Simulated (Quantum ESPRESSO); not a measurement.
**Ta (P6_3/mmc): from the cell to the phonon bands**

How does Ta (P6_3/mmc) vibrate, and is this structure a minimum?

Main program and level: Quantum ESPRESSO 7.5; DFT LDA, scalar-relativistic, plane waves, PseudoDojo norm-conserving pseudopotentials.

This is not the structure that Ta takes at ambient pressure and room temperature (bcc); it is a model or a phase of other conditions.

### 1. The starting structure

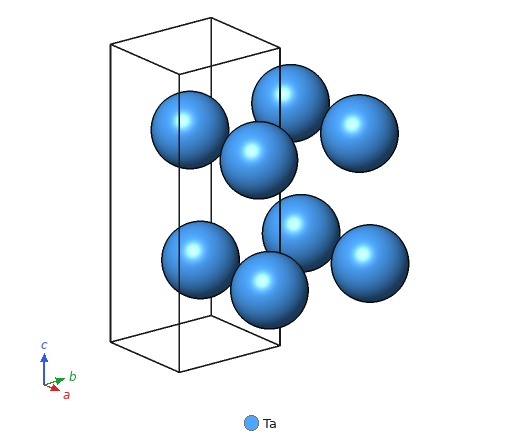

Start, viewed slightly off an axis; tantalum blue. 2×2×1 cells are drawn.

Coordinates:

```cif
data_structure
_symmetry_space_group_name_H-M 'P 1'
_symmetry_Int_Tables_number 1
_cell_length_a 2.9004
_cell_length_b 2.9004
_cell_length_c 5.1663
_cell_angle_alpha 90.000
_cell_angle_beta 90.000
_cell_angle_gamma 120.000
_cell_volume 37.64
loop_
_atom_site_label
_atom_site_type_symbol
_atom_site_fract_x
_atom_site_fract_y
_atom_site_fract_z
_atom_site_occupancy
Ta1 Ta 0.66667 0.33333 0.75000 1
Ta2 Ta 0.33333 0.66667 0.25000 1
```

### 2. A probe with smearing

Before anything dear is run, a loose run with smearing shows whether this is a metal and how far the cell is from rest.

probe.in

```
&control
   calculation = 'scf'
   prefix = 'x'
   outdir = './tmp'
   pseudo_dir = './pseudo'
   tprnfor = .true.
   tstress = .true.
   verbosity = 'high'
/
&system
   ibrav = 4
   celldm(1) = 5.48090887
   celldm(3) = 1.78124526
   nat = 2
   ntyp = 1
   ecutwfc = 64.0
   occupations = 'smearing'
   smearing = 'gaussian'
   degauss = 0.01
/
&electrons
   conv_thr = 1.0d-07
   mixing_beta = 0.7
   electron_maxstep = 100
/
ATOMIC_SPECIES
 Ta    180.9479  Ta.upf
ATOMIC_POSITIONS crystal
 Ta     0.666666670   0.333333330   0.750000000
 Ta     0.333333330   0.666666670   0.250000000
K_POINTS automatic
 9 9 4 0 0 0
```

Started as:

```
> OMP_NUM_THREADS=1 mpirun -n 4 pw.x -nk 4 -in probe.in > probe.out
```

Log:

```text
[banners, grids, parts of the stress and lines that vanish by symmetry left out]
Program PWSCF v.7.5
     bravais-lattice index     =            4
     lattice parameter (alat)  =       5.4809  a.u.
[...]
kinetic-energy cutoff     =      64.0000  Ry
     charge density cutoff     =     256.0000  Ry
     scf convergence threshold =      1.0E-07
[...]
Exchange-correlation= SLA  PW   NOGX NOGC
                           (   1   4   0   0   0   0   0)
[...]
24 Sym. Ops., with inversion, found (12 have fractional translation)
[...]
(     0          1          0      )
                  (     0          0          1      )
[...]
(  0.0000000  1.0000000  0.0000000 )
                  (  0.0000000  0.0000000  1.0000000 )
[...]
(     0         -1          0      )       (  0.0000000 )
[...]
(  0.0000000  0.0000000  1.0000000 )
[...]
(    -1          0          0      )
                  (     0          0          1      )
[...]
( -0.8660254 -0.5000000  0.0000000 )
                  (  0.0000000  0.0000000  1.0000000 )
[...]
number of k points=    36  Gaussian smearing, width (Ry)=  0.0100
[...]
End of self-consistent calculation
[...]
the Fermi energy is    17.5917 ev
!    total energy              =    -260.60381998 Ry
[...]
convergence has been achieved in   5 iterations
[...]
atom    1 type  1   force =     0.00000000    0.00000000    0.00000000
     atom    2 type  1   force =     0.00000000    0.00000000    0.00000000
[...]
Total force =     0.000000     Total SCF correction =     0.000000
[...]
total   stress  (Ry/bohr**3)                   (kbar)     P=     -128.81
[...]
XML data file, charge density, pseudopotentials, collected wavefunctions

   JOB DONE.
```

Run time: 4.2 s. Hardware: 4 MPI ranks of Arm Neoverse V2, shared host; 16 s of CPU time.

Read from the output:

```
volume per atom   : 18.82 Å³
pressure          : -12.88 GPa
gap on the k-mesh : 0 eV
```

No gap opens on this mesh, so smearing is kept; the start stands at -13 GPa.

### 3. Relaxing the cell and atoms

The relaxation runs at a cutoff a fifth above that of the response, since stress converges more slowly with the basis than frequencies do. Forces and stress are brought to rest with tight thresholds.

relax.in

```
&control
   calculation = 'vc-relax'
   prefix = 'x'
   outdir = './tmp'
   pseudo_dir = './pseudo'
   tprnfor = .true.
   tstress = .true.
   forc_conv_thr = 2.0d-05
   etot_conv_thr = 1.0d-07
   nstep = 40
/
&system
   ibrav = 4
   celldm(1) = 5.48090887
   celldm(3) = 1.78124526
   nat = 2
   ntyp = 1
   ecutwfc = 77
   occupations = 'smearing'
   smearing = 'mv'
   degauss = 0.02
/
&electrons
   conv_thr = 1.0d-11
   mixing_beta = 0.7
   electron_maxstep = 100
/
&ions
/
&cell
   press_conv_thr = 0.2
/
ATOMIC_SPECIES
 Ta    180.9479  Ta.upf
ATOMIC_POSITIONS crystal
 Ta     0.666666670   0.333333330   0.750000000
 Ta     0.333333330   0.666666670   0.250000000
K_POINTS automatic
 15 15 8 0 0 0
```

Started as:

```
> OMP_NUM_THREADS=1 mpirun -n 4 pw.x -nk 4 -in relax.in > relax.out
```

Log:

```text
[banners, grids, parts of the stress and lines that vanish by symmetry left out]
[banner, memory and clock lines left out]
Program PWSCF v.7.5

[...]
kinetic-energy cutoff     =      77.0000  Ry
     charge density cutoff     =     308.0000  Ry
     scf convergence threshold =      1.0E-11
[...]
energy convergence thresh.=      1.0E-07
     force convergence thresh. =      2.0E-05
     press convergence thresh. =      2.0E-01
     Exchange-correlation= SLA  PW   NOGX NOGC
                           (   1   4   0   0   0   0   0)
[...]
24 Sym. Ops., with inversion, found (12 have fractional translation)
[...]
number of k points=   135  Marzari-Vanderbilt smearing, width (Ry)=  0.0200
[...]
End of self-consistent calculation
[...]
the Fermi energy is    17.5856 ev
!    total energy              =    -260.60278474 Ry
[...]
convergence has been achieved in   9 iterations
[...]
atom    1 type  1   force =     0.00000000    0.00000000    0.00000000
     atom    2 type  1   force =     0.00000000    0.00000000    0.00000000
     Total force =     0.000000     Total SCF correction =     0.000000
[...]
total   stress  (Ry/bohr**3)                   (kbar)     P=     -129.97
[...]
number of bfgs steps    =   0
[...]
CELL_PARAMETERS (alat=  5.48090887)
[...]
ATOMIC_POSITIONS (crystal)
Ta               0.6666666700        0.3333333300        0.7500000000
Ta               0.3333333300        0.6666666700        0.2500000000
[...]
New effective cutoffs (rho, wfc):  322.17   80.71
[...]
End of self-consistent calculation
[...]
the Fermi energy is    18.9872 ev
!    total energy              =    -260.61084035 Ry
[...]
convergence has been achieved in   7 iterations
[...]
atom    1 type  1   force =     0.00000000   -0.00000000    0.00000000
     atom    2 type  1   force =    -0.00000000    0.00000000    0.00000000
     Total force =     0.000000     Total SCF correction =     0.000000
[...]
total   stress  (Ry/bohr**3)                   (kbar)     P=       -6.33
[...]
number of bfgs steps    =   1
[...]
CELL_PARAMETERS (alat=  5.48090887)
[...]
ATOMIC_POSITIONS (crystal)
Ta               0.6666666700        0.3333333300        0.7500000000
Ta               0.3333333300        0.6666666700        0.2500000000
[...]
New effective cutoffs (rho, wfc):  322.88   80.89
[...]
End of self-consistent calculation
[...]
the Fermi energy is    19.0587 ev
!    total energy              =    -260.61085563 Ry
[...]
convergence has been achieved in   6 iterations
[...]
atom    1 type  1   force =     0.00000000   -0.00000000   -0.00000000
     atom    2 type  1   force =    -0.00000000    0.00000000   -0.00000000
     Total force =     0.000000     Total SCF correction =     0.000000
[...]
total   stress  (Ry/bohr**3)                   (kbar)     P=        0.62
[...]
number of bfgs steps    =   2
[...]
CELL_PARAMETERS (alat=  5.48090887)
[...]
ATOMIC_POSITIONS (crystal)
[...]
New effective cutoffs (rho, wfc):  322.81   80.87
[...]
End of self-consistent calculation
[...]
the Fermi energy is    19.0526 ev
!    total energy              =    -260.61085584 Ry
[...]
convergence has been achieved in   5 iterations
[...]
atom    1 type  1   force =     0.00000000    0.00000000   -0.00000000
     atom    2 type  1   force =    -0.00000000   -0.00000000    0.00000000
     Total force =     0.000000     Total SCF correction =     0.000000
[...]
total   stress  (Ry/bohr**3)                   (kbar)     P=       -0.01
[...]
number of bfgs steps    =   3
[...]
CELL_PARAMETERS (alat=  5.48090887)
[...]
ATOMIC_POSITIONS (crystal)
[...]
New effective cutoffs (rho, wfc):  322.79   80.86
[...]
End of self-consistent calculation
[...]
the Fermi energy is    19.0522 ev
!    total energy              =    -260.61085587 Ry
[...]
convergence has been achieved in   5 iterations
[...]
atom    1 type  1   force =     0.00000000   -0.00000000   -0.00000000
     atom    2 type  1   force =    -0.00000000    0.00000000    0.00000000
     Total force =     0.000000     Total SCF correction =     0.000000
[...]
total   stress  (Ry/bohr**3)                   (kbar)     P=       -0.06
[...]
number of bfgs steps    =   4
[...]
CELL_PARAMETERS (alat=  5.48090887)
[...]
ATOMIC_POSITIONS (crystal)
[...]
New effective cutoffs (rho, wfc):  322.79   80.86
[...]
End of self-consistent calculation
[...]
the Fermi energy is    19.0528 ev
!    total energy              =    -260.61085589 Ry
[...]
convergence has been achieved in   5 iterations
[...]
atom    1 type  1   force =     0.00000000   -0.00000000    0.00000000
     atom    2 type  1   force =    -0.00000000    0.00000000   -0.00000000
     Total force =     0.000000     Total SCF correction =     0.000000
[...]
total   stress  (Ry/bohr**3)                   (kbar)     P=       -0.02
[...]
bfgs converged in   6 scf cycles and   5 bfgs steps
[...]
End of BFGS Geometry Optimization
     Final enthalpy           =    -260.6108558865 Ry
     File ./tmp/x.bfgs deleted, as requested
[...]
CELL_PARAMETERS (alat=  5.48090887)
[...]
ATOMIC_POSITIONS (crystal)
Ta               0.6666666700        0.3333333300        0.7500000000
Ta               0.3333333300        0.6666666700        0.2500000000
[...]
Final scf calculation at the relaxed structure.
[...]
kinetic-energy cutoff     =      77.0000  Ry
     charge density cutoff     =     308.0000  Ry
     scf convergence threshold =      1.0E-13
[...]
press convergence thresh. =      2.0E-01
     Exchange-correlation= SLA  PW   NOGX NOGC
                           (   1   4   0   0   0   0   0)
[...]
24 Sym. Ops., with inversion, found (12 have fractional translation)
[...]
number of k points=   135  Marzari-Vanderbilt smearing, width (Ry)=  0.0200
[...]
c_bands:  1 eigenvalues not converged
     c_bands:  1 eigenvalues not converged
     c_bands:  1 eigenvalues not converged
     c_bands:  1 eigenvalues not converged
     c_bands:  1 eigenvalues not converged
     c_bands:  1 eigenvalues not converged
[...]
End of self-consistent calculation
[...]
the Fermi energy is    19.0528 ev
!    total energy              =    -260.61085026 Ry
[...]
convergence has been achieved in  10 iterations
[...]
atom    1 type  1   force =     0.00000000    0.00000000   -0.00000000
     atom    2 type  1   force =    -0.00000000   -0.00000000    0.00000000
     Total force =     0.000000     Total SCF correction =     0.000000
[...]
total   stress  (Ry/bohr**3)                   (kbar)     P=       -0.03
[...]
XML data file, charge density, pseudopotentials, collected wavefunctions
```

Wall time 2.1 min (4 MPI ranks); 8.3 min of CPU time.

The steps of the relaxation:

```
step  energy less that of the first step (eV)  largest force (eV/Å)  pressure (GPa)  volume (Å³)
   1                                   0.0000                0.0000          -13.00        37.64
   2                                  -0.1096                0.0000           -0.63        35.20
   3                                  -0.1098                0.0000            0.06        35.08
   4                                  -0.1098                0.0000            0.00        35.09
   5                                  -0.1098                0.0000           -0.01        35.09
   6                                  -0.1098                0.0000            0.00        35.09
   7                                  -0.1097                0.0000            0.00        35.09
```

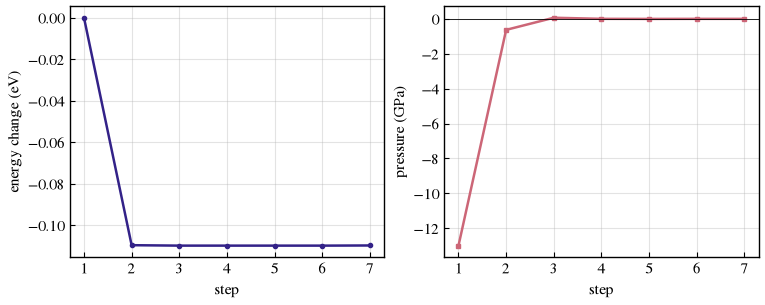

Energy and pressure along the relaxation.

```
conventional cell, symmetrised  before  after  change
                         a (Å)   2.900  2.830  -2.4 %
                         b (Å)   2.900  2.830  -2.4 %
                         c (Å)   5.166  5.059  -2.1 %
              volume (Å³/atom)   18.82  17.55  -6.8 %
```

Final coordinates:

```xyz
2
Lattice="2.8302 0.0000 0.0000 -1.4151 2.4510 0.0000 0.0000 0.0000 5.0587" Properties=species:S:1:pos:R:3 pbc="T T T"
Ta    1.4151    0.8170    3.7940
Ta    0.0000    1.6340    1.2647
```

The last row of the table of steps is pw.x's closing run on a basis chosen anew for the final cell, so its energy can jump.

Read from the output:

| Property | Result |
| --- | --- |
| volume per atom | 17.55 Å³ |
| pressure | -0.003000 GPa |

The volume changes by -6.8 % from the cell with which this run began.

### 4. Ground state

The response is built on this ground state, so it is converged far tighter than an energy would need. Smearing stays on, as the first look found no gap above 0.3 eV.

scf.in

```
&control
   calculation = 'scf'
   prefix = 'x'
   outdir = './tmp'
   pseudo_dir = './pseudo'
   tprnfor = .true.
   tstress = .true.
/
&system
   ibrav = 4
   celldm(1) = 5.34827666
   celldm(3) = 1.78739562
   nat = 2
   ntyp = 1
   ecutwfc = 64.0
   occupations = 'smearing'
   smearing = 'mv'
   degauss = 0.02
/
&electrons
   conv_thr = 1.0d-12
   mixing_beta = 0.7
   electron_maxstep = 100
/
ATOMIC_SPECIES
 Ta    180.9479  Ta.upf
ATOMIC_POSITIONS crystal
 Ta     0.666666667   0.333333333   0.750000000
 Ta     0.333333333   0.666666667   0.250000000
K_POINTS automatic
 16 16 8 0 0 0
```

Started as:

```
> OMP_NUM_THREADS=1 mpirun -n 4 pw.x -nk 4 -in scf.in > scf.out
```

Log:

```text
[banners, grids, parts of the stress and lines that vanish by symmetry left out]
[banner, memory and clock lines left out]
Program PWSCF v.7.5

[...]
kinetic-energy cutoff     =      64.0000  Ry
     charge density cutoff     =     256.0000  Ry
     scf convergence threshold =      1.0E-12
[...]
Exchange-correlation= SLA  PW   NOGX NOGC
                           (   1   4   0   0   0   0   0)
[...]
24 Sym. Ops., with inversion, found (12 have fractional translation)
[...]
number of k points=   150  Marzari-Vanderbilt smearing, width (Ry)=  0.0200
[...]
c_bands:  1 eigenvalues not converged
[...]
End of self-consistent calculation
[...]
the Fermi energy is    19.0623 ev
!    total energy              =    -260.61060467 Ry
[...]
convergence has been achieved in   9 iterations
[...]
atom    1 type  1   force =    -0.00000000   -0.00000000    0.00000000
     atom    2 type  1   force =     0.00000000    0.00000000    0.00000000
     Total force =     0.000000     Total SCF correction =     0.000000
[...]
total   stress  (Ry/bohr**3)                   (kbar)     P=       -0.45
[...]
XML data file, charge density, pseudopotentials, collected wavefunctions
```

Elapsed: 22 s, on 4 MPI ranks; 87 s of CPU time.

Numbers from this step:

* pressure: -0.04500 GPa

The cell stands at -0.045 GPa, close enough for phonons.

(Continued in part 2 of 3.)

[Host names and launcher messages were left out of these logs when they were recorded.]

[Logs are printed without paths, hosts, clocks, repeated set-up lines and the standing remarks that a program may print on its own settings, such as how far it seeks lower states.]

[Hosts, paths, dates, database ids (printed as entryN), source tags and the programs' standing remarks are cut or masked in the printed files.]
